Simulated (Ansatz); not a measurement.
**H10N2OSi3···F (doublet): density, localisation and related maps**

```yaml
atoms:
  - { symbol: Si, position_ang: [-1.2772, -0.6578, -0.3167] }
  - { symbol: N, position_ang: [0.2594, -0.7632, -1.3774] }
  - { symbol: Si, position_ang: [0.8749, 0.7888, -2.0268] }
  - { symbol: N, position_ang: [-1.0418, 0.6803, 0.7044] }
  - { symbol: Si, position_ang: [0.0405, 0.7820, 2.0877] }
  - { symbol: O, position_ang: [-1.6922, -2.1638, 0.1519] }
  - { symbol: H, position_ang: [0.7947, -1.0951, -0.4616] }
  - { symbol: F, position_ang: [0.6231, -1.2701, 0.9052] }
  - { symbol: H, position_ang: [0.2029, -1.5106, -2.0621] }
  - { symbol: H, position_ang: [1.6471, 1.4483, -0.9576] }
  - { symbol: H, position_ang: [-0.2772, 1.6057, -2.4682] }
  - { symbol: H, position_ang: [1.7344, 0.4459, -3.1849] }
  - { symbol: H, position_ang: [-1.7379, 1.4093, 0.6505] }
  - { symbol: H, position_ang: [-0.4212, 2.0630, 2.7149] }
  - { symbol: H, position_ang: [-0.1462, -0.2650, 3.1163] }
  - { symbol: H, position_ang: [1.4623, 1.0038, 1.7362] }
  - { symbol: H, position_ang: [-1.0455, -2.5014, 0.7883] }
```

A transition-state structure; geometry: PBE0-D4/def2-TZVP.

Computed with UKS PBE0-D4/def2-TZVPP in Ansatz 0.2.0.

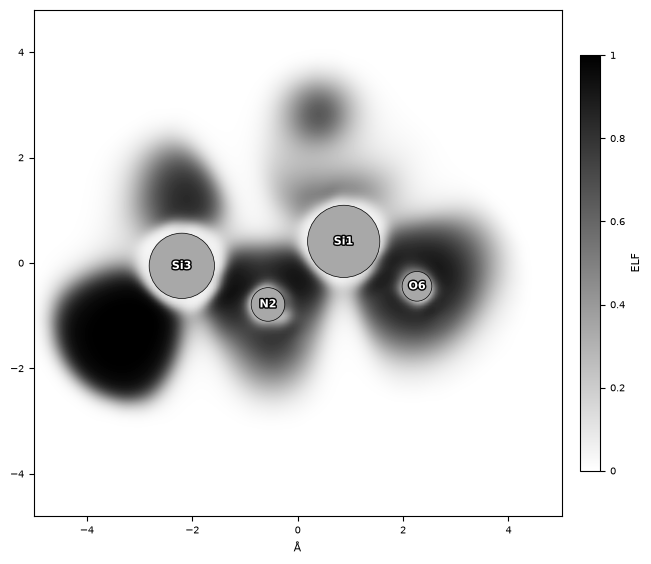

Figure 1. ELF on the plane of atoms Si1, N2 and Si3. Grey discs cover the atomic cores.

### Read the bonding off the picture.

- The section cuts through Si, N and O sites.
- Si–O (1.63 Å): the ELF peaks at about 0.85 between the atoms; a shared but strongly polarised pair.
- Si–N (1.87 Å): the ELF peaks at about 0.90 between the atoms: a polar covalent bond.
- The ELF also peaks beside O6, away from the bonds: non-bonding electrons, paired or unpaired.

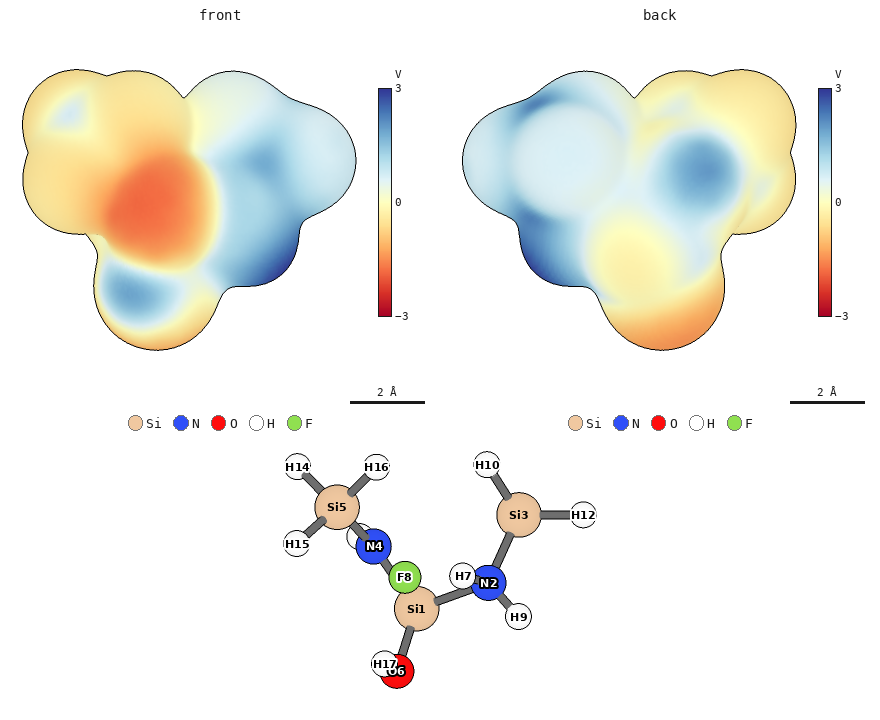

Figure 2. The molecular electrostatic potential painted on the density surface at 0.002 e/bohr³, seen from the front and from behind; the colour scale runs from red (negative) to blue (positive). The bare structure is drawn below in the same view.

### Where is the surface potential most negative and most positive?

The most negative region (about −1.8 V) lies over F8, the most positive (about +2.8 V) over H9.

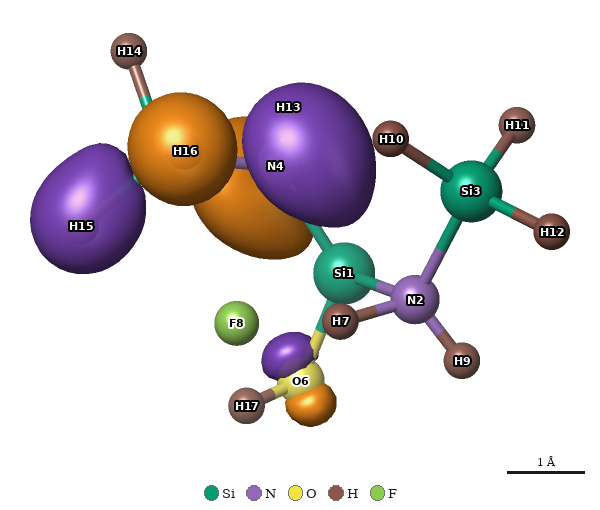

Figure 3. The HOMO−1 (α) at ±0.15 Å⁻³ᐟ² (orange and purple are the two phases), seen at a tilt.

### Describe this orbital and give its energy.

Its weight (Hirshfeld) is mainly on N4 (about 45 %), Si5 (about 15 %), H16 (about 10 %), H15 (about 10 %) and Si1 (about 10 %). Its energy is −7.89 eV.

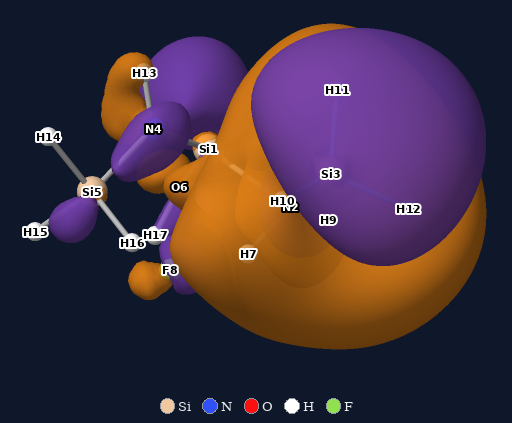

Figure 4. One frontier orbital at ±0.04 Å⁻³ᐟ² (orange and purple are the two phases), seen from one side.

### Which orbital is it: HOMO (α) or LUMO (α)?

The LUMO (α), at −0.41 eV. By Hirshfeld shares it lies mainly on Si3 (about 45 %), H9 (about 10 %), N2 (about 10 %), H12 (about 5 %) and Si1 (about 5 %).
